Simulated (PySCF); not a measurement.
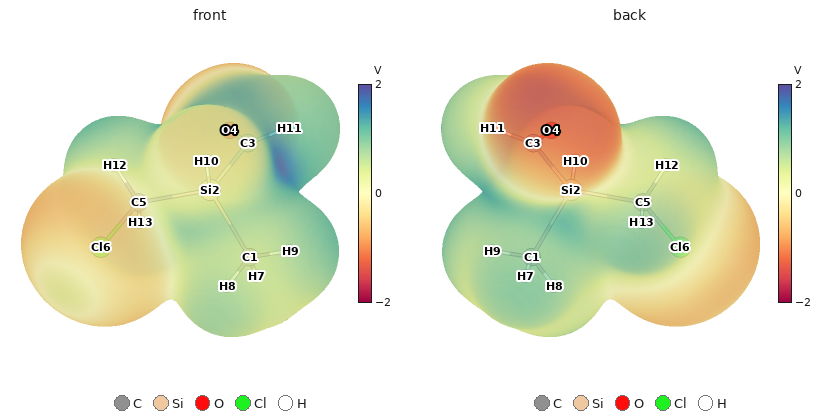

The picture shows: C₃H₇ClOSi. The electrostatic potential painted on the density surface at 0.002 e/bohr³, seen from the front and from behind; red is negative and blue positive.

Geometry: GFN2-xTB.

All numbers below come from PySCF 2.14.0, PBE0/def2-SVPD, SCF density, gas phase.

```
atom    x (Å)    y (Å)    z (Å)
   C  -1.1797  -0.9171   0.8720
  Si  -0.2773   0.0687  -0.4760
   C  -0.3495   1.9392  -0.0140
   O   0.6117   2.5919   0.3028
   C   1.5747  -0.3998  -0.5292
  Cl   1.7416  -2.1396  -0.9094
   H  -0.7865  -0.6956   1.8617
   H  -1.0676  -1.9842   0.7032
   H  -2.2427  -0.6943   0.8828
   H  -0.8818  -0.0955  -1.8031
   H  -1.3484   2.4266  -0.0326
   H   2.1233   0.1399  -1.2981
   H   2.0778  -0.2395   0.4224
```

### Which sites attract a positive test charge, and which a negative one?

A positive charge is drawn to the negative regions and a negative charge to the positive ones. The most negative region (about −1.4 V, or −32 kcal/mol for a unit charge) lies over O4, the most positive (about +1.6 V, or +37 kcal/mol for a unit charge) over Si2. Cl6 shows a σ-hole: about +0.3 V at the tip opposite its bond, against about −0.4 V, or −9 kcal/mol for a unit charge on its flanks. O4 is the likeliest acceptor of a hydrogen bond.
